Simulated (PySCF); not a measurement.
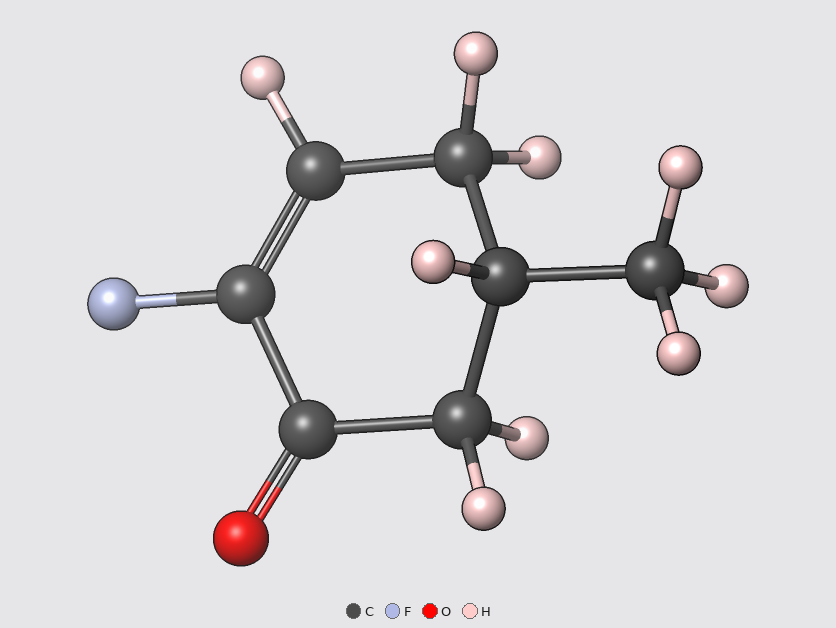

Rendered structure (ball-and-stick style). Multiple sticks mark multiple bonds (one Kekulé form).

What is the molecular formula?

Answer. C7H9FO, 18 atoms: 7 carbon, 9 hydrogen, 1 fluorine and 1 oxygen.

How many bonds of each kind are drawn?

Answer. 9 C–H, 7 C–C, 1 C–F, 1 C–O.

Which point group does it belong to?

Answer. C1.

The parts below concern this one geometry. Atoms keep their numbers from picture to picture. The geometry was computed by an optimisation with PBE0-D3(BJ)/def2-SVP. No frequency run is at hand to confirm it as a minimum.

Geometry

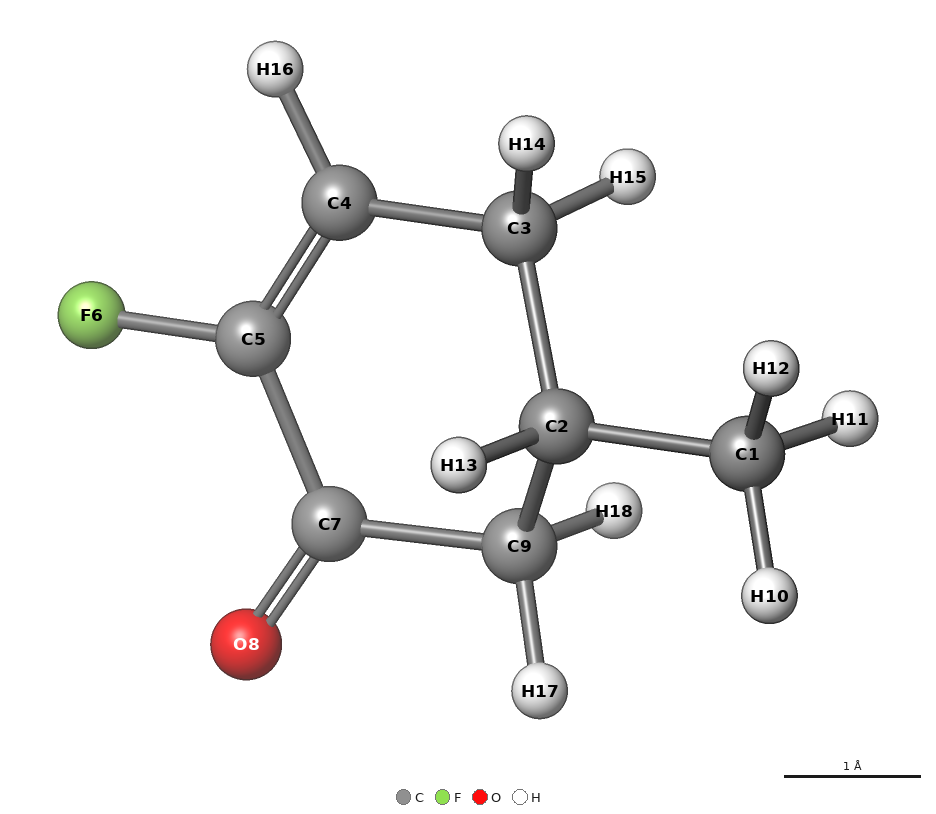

The atoms are numbered. No frequency run is at hand to confirm it as a minimum.

Which atoms are bonded, and how long are the bonds? Leave out bonds to hydrogen.

| bond | length (Å) | order |
| --- | --- | --- |
| C1–C2 | 1.520 | single |
| C2–C3 | 1.528 | single |
| C2–C9 | 1.526 | single |
| C3–C4 | 1.495 | single |
| C4–C5 | 1.340 | double |
| C5–F6 | 1.326 | single |
| C5–C7 | 1.485 | single |
| C7–O8 | 1.208 | double |
| C7–C9 | 1.512 | single |

Ring current

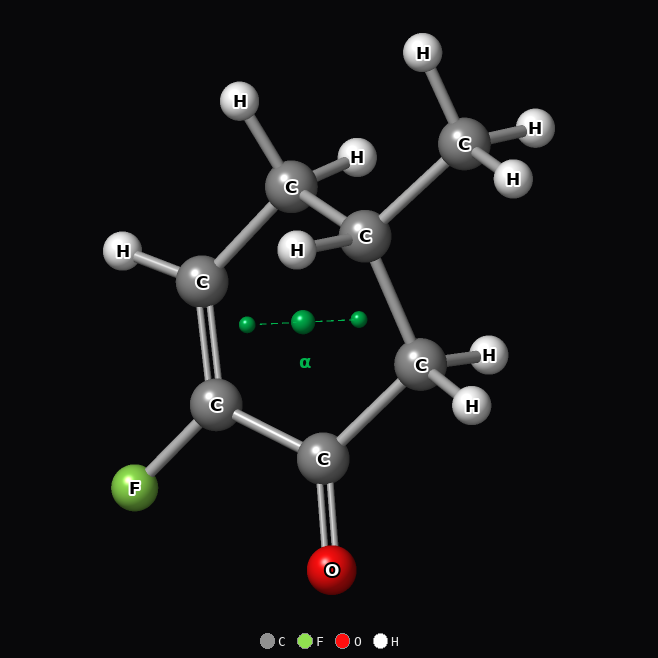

The small points mark where nucleus-independent chemical shifts (NICS) were computed: at the centre of each lettered ring and 1 Å above and below it. No frequency run is at hand to confirm it as a minimum. Level of theory: GIAO PBE0/pcSseg-1 NMR shielding, non-relativistic, IEF-PCM acetone (PySCF 2.14.0).

Give NICS(0), NICS(1) and the out-of-plane component NICS(1)zz for each ring (means of the two sides).

```csv
ring,members,NICS(0),NICS(1),NICS(1)zz
α,C6,0.1,−2.0,2.1
```

Values in ppm.

What do the values say about the ring currents?

Answer. Ring α: weak, as in a non-aromatic ring. NICS is one index among several.

Electronic properties

No frequency run is at hand to confirm it as a minimum. Level of theory: CAM-B3LYP/def2-SVPD, gas phase (PySCF 2.14.0). Excitations: vertical, linear response.

Give the lowest vertical singlet excitation at this level.

Answer. 3.94 eV.

Estimate the mean static polarisability.

Answer. 84.2 bohr³.

What is the HOMO energy (Kohn–Sham orbital)?

Answer. −8.99 eV.

Give the LUMO energy (Kohn–Sham orbital) at this level.

Answer. −0.62 eV.

NMR shielding

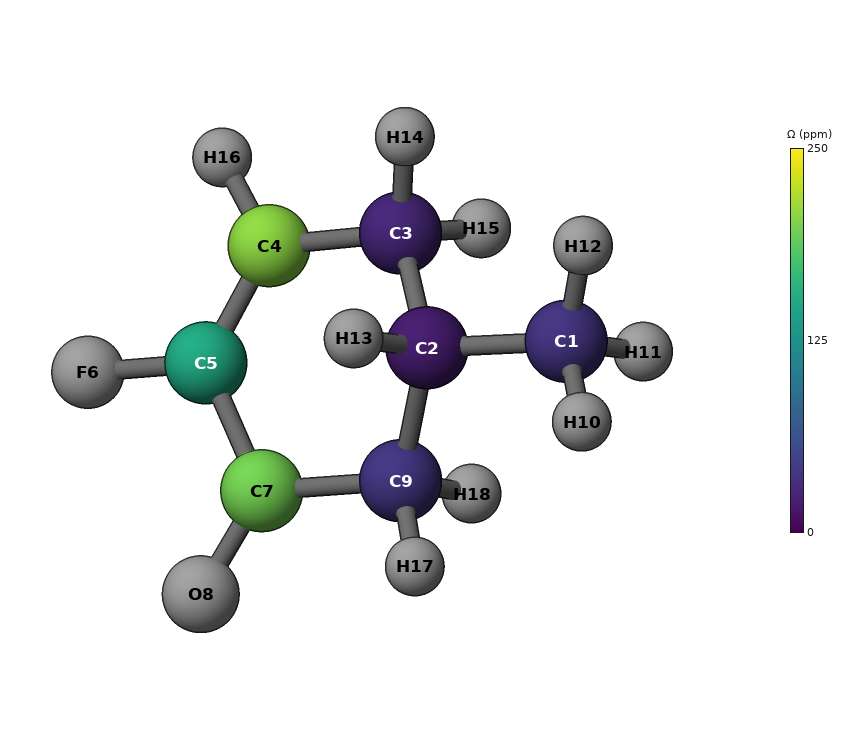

The C atoms are coloured by the span of their shielding tensor. No frequency run is at hand to confirm it as a minimum. Method: GIAO PBE0/pcSseg-1 NMR shielding, non-relativistic, IEF-PCM dichloromethane (PySCF 2.14.0). Principal shieldings σ11 ≤ σ22 ≤ σ33, span Ω = σ33 − σ11, skew κ = 3(σiso − σ22)/Ω.

Give the shielding tensors of the C atoms.

```tsv
atom	σ11	σ22	σ33	σiso	Ω	κ
C1	147.0	153.1	186.7	162.3	39.7	0.70
C2	140.8	151.6	163.2	151.8	22.4	0.03
C3	136.2	148.3	165.1	149.9	28.9	0.16
C4	−55.9	46.7	151.8	47.6	207.7	0.01
C5	−69.7	56.2	81.9	22.8	151.6	−0.66
C7	−101.3	−36.8	96.8	−13.8	198.1	0.35
C9	117.9	129.1	159.6	135.5	41.7	0.46
```

Shieldings and span in ppm.
